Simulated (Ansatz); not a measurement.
The figure comes from a scan of CsSnI3 (cubic perovskite): volume and axial ratio are varied about the relaxed values (subscript 0). The numbers are results of PBEsol (plane waves to 420 eV, PAW, scalar-relativistic; Ansatz, a program for electronic structure), not measurements. k mesh 8×8×8 (Γ-centred), Fermi-Dirac smearing 0.05 eV. E stands for the smeared free energy. CsSnI3 was relaxed with its symmetry unable to fall. Spin-orbit coupling is left out, though I is heavy. This is a high-temperature form of CsSnI3. The zero of ΔE is the relaxed starting cell.

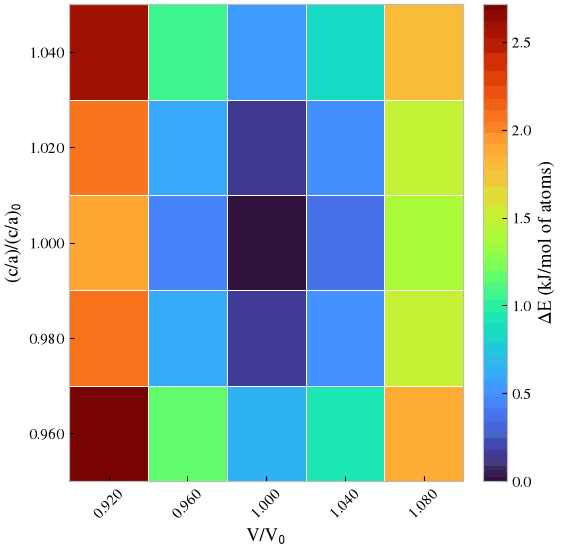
ΔE (kJ/mol of atoms), one tile a computed point.

Task: Turn the plot into a table (rounded to what can be read).

Result: To the nearest 0.5:

ΔE (kJ/mol of atoms), with V/V₀ across and (c/a)/(c/a)₀ down:

```tsv
(c/a)/(c/a)₀ \ V/V₀	0.920	0.960	1.000	1.040	1.080
0.960	2.5	1.0	0.5	1.0	2.0
0.980	2.0	0.5	0.0	0.5	1.5
1.000	2.0	0.5	0.0	0.5	1.5
1.020	2.0	0.5	0.0	0.5	1.5
1.040	2.5	1.0	0.5	1.0	2.0
```

(Under strain, the slope of the energy per volume gives the stress and its curvature an elastic modulus.)
